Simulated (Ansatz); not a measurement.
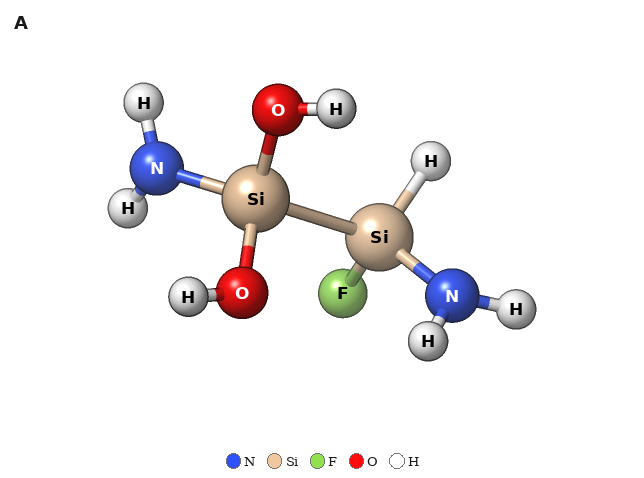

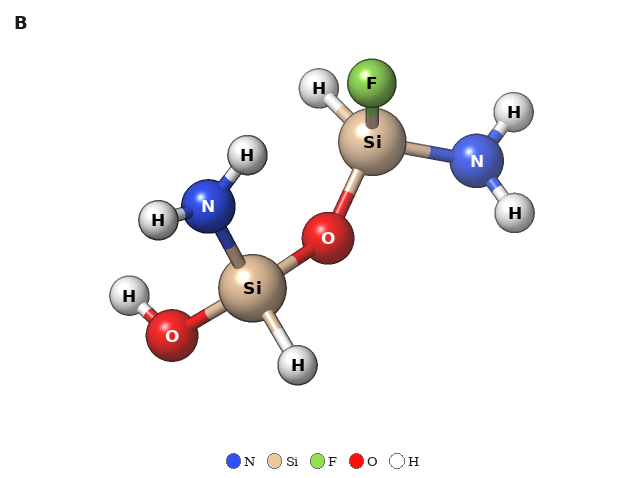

2 stationary structures of one formula. Geometries: PBE0-D4/def2-TZVP. Electronic energies: CCSD(T)/CBS (MP2 limit from def2-TZVPP and def2-QZVPP plus CCSD(T) − MP2) (Ansatz 0.2.0), without zero-point energy. No frequency run is at hand to confirm each as a minimum. Each is one conformer, not always the lowest.

**Are they conformers, stereoisomers or constitutional isomers?**

They are constitutional isomers of FH7N2O2Si2: A `N[Si@@H](F)[Si](N)(O)O`, B `N[Si@H](F)O[Si@@H](N)O`.

**Which is lowest in energy, and by how much?**

B is lowest; A lies 155.5 kJ/mol above it.

Give E(B) − E(A) in kJ/mol at these levels too: RHF-MP2 (frozen core)/def2-QZVPP; CCSD(T)/CBS (MP2 limit from def2-TZVPP and def2-QZVPP plus CCSD(T) − MP2); ωB97M-V/def2-TZVPP; B3LYP-D4/def2-TZVPP; r2SCAN-D4/def2-TZVPP; PBE-D4/def2-TZVPP; B2PLYP (frozen core)/def2-TZVPP; ωB97X-V/def2-TZVPP.

```tsv
level	E(B) − E(A) (kJ/mol)
RHF-MP2 (frozen core)/def2-QZVPP	−161.9
CCSD(T)/CBS (MP2 limit from def2-TZVPP and def2-QZVPP plus CCSD(T) − MP2)	−155.5
ωB97M-V/def2-TZVPP	−156.1
B3LYP-D4/def2-TZVPP	−149.6
r2SCAN-D4/def2-TZVPP	−149.7
PBE-D4/def2-TZVPP	−122.6
B2PLYP (frozen core)/def2-TZVPP	−157.0
ωB97X-V/def2-TZVPP	−149.3
```
